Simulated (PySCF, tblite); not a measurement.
# 5-hexenenitrile: dynamics, then NMR shifts on frames, part 2 of 2

tblite 0.8.0 and PySCF 2.14.0. Atoms count from 0. Earlier steps stand in the parts before.

## (6) Nuclear shieldings: 800 fs, PBE0/pcSseg-1

Job settings and geometry (Å):

```
{"job": {"kind": "nmr", "xc": "PBE0", "basis": "pcSseg-1", "pop": false}, "charge": 0, "multiplicity": 1}
C     -1.643100    -0.100900     3.161500
C     -2.128500    -0.196300     1.922700
C     -1.440900     0.349000     0.691500
C     -0.768000    -0.737900    -0.113700
C      0.626700    -0.893300     0.511900
C      1.472000     0.333700     0.483000
N      2.214100     1.170800     0.604600
H     -0.652700     0.342200     3.358400
H     -2.185000    -0.105100     4.097300
H     -3.061400    -0.611300     1.657400
H     -0.780200     1.226500     0.917900
H     -2.298500     0.838700     0.011400
H     -0.783800    -0.489400    -1.162400
H     -1.328100    -1.587100     0.177100
H      0.999600    -1.584300    -0.250000
H      0.576100    -1.314100     1.465000
```

Method: GIAO PBE0/pcSseg-1 NMR shielding, non-relativistic, gas phase.

Output:

```text
coarse grid: 13160 points
cycle   1  E = -288.2355541994  dE =  7.931e-01  |g| = 4.892e-01  |ddm| = 3.514e+00
cycle   2  E = -288.1251685868  dE =  1.104e-01  |g| = 8.769e-01  |ddm| = 1.076e+00
cycle   3  E = -288.2921015052  dE = -1.669e-01  |g| = 1.544e-01  |ddm| = 6.769e-01
cycle   4  E = -288.2974756561  dE = -5.374e-03  |g| = 3.587e-02  |ddm| = 1.321e-01
cycle   5  E = -288.2977645205  dE = -2.889e-04  |g| = 8.495e-03  |ddm| = 3.601e-02
cycle   6  E = -288.2977809337  dE = -1.641e-05  |g| = 2.164e-03  |ddm| = 8.811e-03
cycle   7  E = -288.2977818808  dE = -9.471e-07  |g| = 9.609e-04  |ddm| = 2.420e-03
final grid: 126592 points
cycle   8  E = -288.3397299007  dE = -3.944e-05  |g| = 6.948e-03  |ddm| = 2.683e-02
cycle   9  E = -288.3397283753  dE =  1.525e-06  |g| = 7.463e-03  |ddm| = 1.208e-02
cycle  10  E = -288.3397424595  dE = -1.408e-05  |g| = 6.901e-04  |ddm| = 6.169e-03
cycle  11  E = -288.3397425612  dE = -1.017e-07  |g| = 2.774e-04  |ddm| = 7.312e-04
cycle  12  E = -288.3397425791  dE = -1.794e-08  |g| = 9.458e-05  |ddm| = 2.716e-04
cycle  13  E = -288.3397425812  dE = -2.054e-09  |g| = 2.837e-05  |ddm| = 9.185e-05
cycle  14  E = -288.3397425813  dE = -1.376e-10  |g| = 1.444e-05  |ddm| = 2.663e-05
converged SCF energy = -288.3397425813

GIAO shielding tensors (ppm)
atom      isotropic    diamagn.    paramagn.     s11        s22        s33       span
  0 C       61.265     252.236    -190.971    -41.038     63.932    160.901    201.939
  1 C       39.324     257.326    -218.002    -76.162     32.885    161.250    237.412
  2 C      136.886     249.163    -112.277    127.571    130.423    152.664     25.093
  3 C      161.661     249.535     -87.875    155.656    159.813    169.513     13.857
  4 C      169.771     251.642     -81.871    140.540    173.687    195.086     54.546
  5 C       67.683     261.224    -193.541    -46.211    -41.071    290.331    336.542
  6 N      -33.463     340.915    -374.378   -212.801   -200.466    312.878    525.679
  7 H       26.029      31.616      -5.587     23.802     24.294     29.991      6.190
  8 H       25.910      25.983      -0.073     24.242     25.069     28.419      4.177
  9 H       25.540      30.226      -4.686     22.729     25.338     28.553      5.824
 10 H       28.343      32.680      -4.337     25.516     28.330     31.184      5.668
 11 H       27.211      29.597      -2.386     23.236     25.614     32.784      9.548
 12 H       30.020      32.691      -2.671     25.053     28.518     36.488     11.435
 13 H       31.063      33.486      -2.423     27.142     30.057     35.988      8.846
 14 H       28.627      29.655      -1.028     22.170     28.090     35.622     13.452
 15 H       30.116      31.940      -1.824     26.045     29.263     35.039      8.994
```

Wall time 30 s (1 thread of Arm Neoverse N1, shared host); peak memory 0.76 GiB.

This run: δ C1 147.6, C0 125.7, C5 119.2, C2 50.0, H9 6.18, H8 5.81 ppm.

## (7) NMR shieldings: 1000 fs, PBE0/pcSseg-1

Job settings and geometry (Å):

```
{"job": {"kind": "nmr", "xc": "PBE0", "basis": "pcSseg-1", "pop": false}, "charge": 0, "multiplicity": 1}
C     -0.803900     1.023700     3.465600
C     -1.289200     0.401000     2.375100
C     -1.384300     0.976400     1.014600
C     -1.182300     0.066700    -0.096600
C      0.199500    -0.632200    -0.157600
C      1.324200     0.295200    -0.147700
N      2.225700     0.963600     0.062000
H     -0.385200     1.968800     3.551400
H     -0.780000     0.483300     4.428900
H     -1.549800    -0.680400     2.461000
H     -0.654400     1.729200     1.017900
H     -2.303300     1.523500     1.042800
H     -1.213900     0.582400    -1.046800
H     -1.878800    -0.816400    -0.068000
H      0.355400    -1.283400    -0.981900
H      0.295900    -1.355000     0.729100
```

With the program's defaults for keys left out, this is: GIAO PBE0/pcSseg-1 NMR shielding, non-relativistic, gas phase.

Output:

```text
coarse grid: 13160 points
cycle   1  E = -288.2502210975  dE =  8.524e-01  |g| = 5.000e-01  |ddm| = 3.544e+00
cycle   2  E = -288.1243274108  dE =  1.259e-01  |g| = 9.165e-01  |ddm| = 1.150e+00
cycle   3  E = -288.3096192466  dE = -1.853e-01  |g| = 1.716e-01  |ddm| = 7.375e-01
cycle   4  E = -288.3163352145  dE = -6.716e-03  |g| = 3.402e-02  |ddm| = 1.411e-01
cycle   5  E = -288.3165922948  dE = -2.571e-04  |g| = 7.342e-03  |ddm| = 3.394e-02
cycle   6  E = -288.3166044589  dE = -1.216e-05  |g| = 1.918e-03  |ddm| = 7.632e-03
cycle   7  E = -288.3166052859  dE = -8.270e-07  |g| = 4.663e-04  |ddm| = 1.907e-03
final grid: 126592 points
cycle   8  E = -288.3578871955  dE = -3.929e-05  |g| = 7.390e-03  |ddm| = 2.898e-02
cycle   9  E = -288.3578845225  dE =  2.673e-06  |g| = 8.117e-03  |ddm| = 1.334e-02
cycle  10  E = -288.3579013183  dE = -1.680e-05  |g| = 1.235e-03  |ddm| = 7.179e-03
cycle  11  E = -288.3579016768  dE = -3.585e-07  |g| = 3.297e-04  |ddm| = 1.151e-03
cycle  12  E = -288.3579016980  dE = -2.123e-08  |g| = 1.521e-04  |ddm| = 2.887e-04
cycle  13  E = -288.3579017022  dE = -4.183e-09  |g| = 6.351e-05  |ddm| = 1.218e-04
cycle  14  E = -288.3579017030  dE = -8.723e-10  |g| = 9.944e-06  |ddm| = 5.060e-05
converged SCF energy = -288.3579017030

GIAO shielding tensors (ppm)
atom      isotropic    diamagn.    paramagn.     s11        s22        s33       span
  0 C       60.550     249.972    -189.422    -53.530     70.116    165.064    218.593
  1 C       36.821     258.946    -222.126    -80.150     43.822    146.790    226.941
  2 C      164.578     246.318     -81.740    151.706    162.299    179.729     28.023
  3 C      163.194     246.800     -83.605    153.553    159.354    176.675     23.121
  4 C      167.355     251.762     -84.407    150.498    164.883    186.683     36.185
  5 C       64.741     262.465    -197.724    -50.745    -46.935    291.903    342.648
  6 N      -39.946     341.161    -381.107   -214.698   -209.783    304.644    519.342
  7 H       26.386      31.555      -5.169     22.605     26.616     29.937      7.332
  8 H       25.933      26.765      -0.831     22.985     24.651     30.164      7.179
  9 H       25.317      30.224      -4.906     22.875     24.342     28.735      5.861
 10 H       30.066      34.125      -4.059     26.601     30.151     33.445      6.844
 11 H       29.608      29.102       0.506     23.835     28.785     36.205     12.370
 12 H       30.025      30.908      -0.883     24.683     28.769     36.622     11.940
 13 H       29.448      29.669      -0.220     24.414     27.764     36.167     11.753
 14 H       30.290      31.102      -0.811     25.041     29.005     36.825     11.784
 15 H       27.979      30.060      -2.081     24.111     26.751     33.075      8.964
```

Wall time 29 s (1 thread of Arm Neoverse N1, shared host); peak memory 0.76 GiB.

Key values: δ C1 150.1, C0 126.4, C5 122.2, C3 23.7, H9 6.40, H8 5.78 ppm.

## (8) Comparing the runs: NMR shifts

Shifts (ppm) of some atoms, chosen among heavy atoms and hydrogens apart, with basis size and wall time:

```csv
frame,C5,C0,C2,C3,H15,H11,N6,functions,time
250 fs,127.3,124.0,37.2,26.9,1.62,1.60,311.6,164,39 s
425 fs,117.5,118.8,40.4,34.8,2.39,2.73,301.4,164,29 s
625 fs,133.0,128.9,41.0,25.2,3.71,3.12,325.2,164,29 s
800 fs,119.2,125.7,50.0,25.3,1.60,4.51,301.2,164,30 s
1000 fs,122.2,126.4,22.3,23.7,3.74,2.11,307.7,164,29 s
```

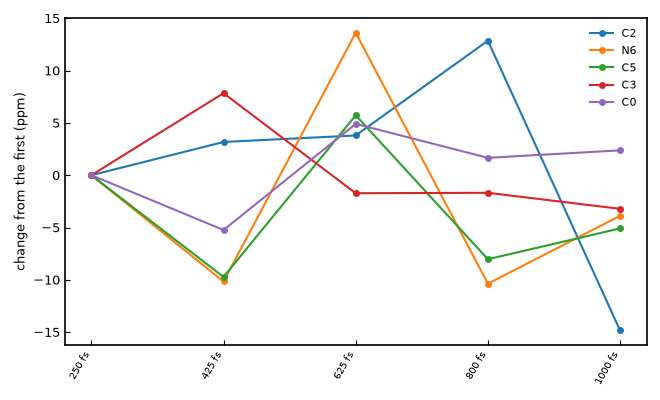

How five of the tabulated atoms move from run to run.

## (9) What came out

What follows sums up all 2 parts.

```
                                      quantity                                                     value
                                    thermostat                                                     400 K
                 mean temperature, second half                                                     442 K
       mean potential energy above the minimum                                                   0.78 eV
13C shifts against TMS (PBE0/pcSseg-1, 250 fs)                 153.9, 127.3, 124.0, 37.2, 26.9, 14.0 ppm
 1H shifts against TMS (PBE0/pcSseg-1, 250 fs)  5.70, 5.26, 5.24, 2.66, 2.06, 1.66, 1.62, 1.60, 1.03 ppm
15N shifts against NH3 (PBE0/pcSseg-1, 250 fs)                                                 311.6 ppm
         surface potential, 1st and 99th percentile                                        -1.84 V and 1.19 V
                      range of the shift of C2                                          22.3 to 50.0 ppm
```

What this shows: In the second half the potential energy averages 0.78 eV above the minimum; equipartition over 42 harmonic modes at 400 K would give 0.72 eV. With 16 atoms the temperature swings widely (180 to 547 K). Shifts at one fixed geometry are not the observed spectrum, which averages over the motion. In the first frame run (250 fs): The largest span, 530 ppm, is at N6, where the paramagnetic term is -384 ppm. Across the 5 runs the shift of C2 moves most, between 22.3 (1000 fs) and 50.0 ppm (800 fs).
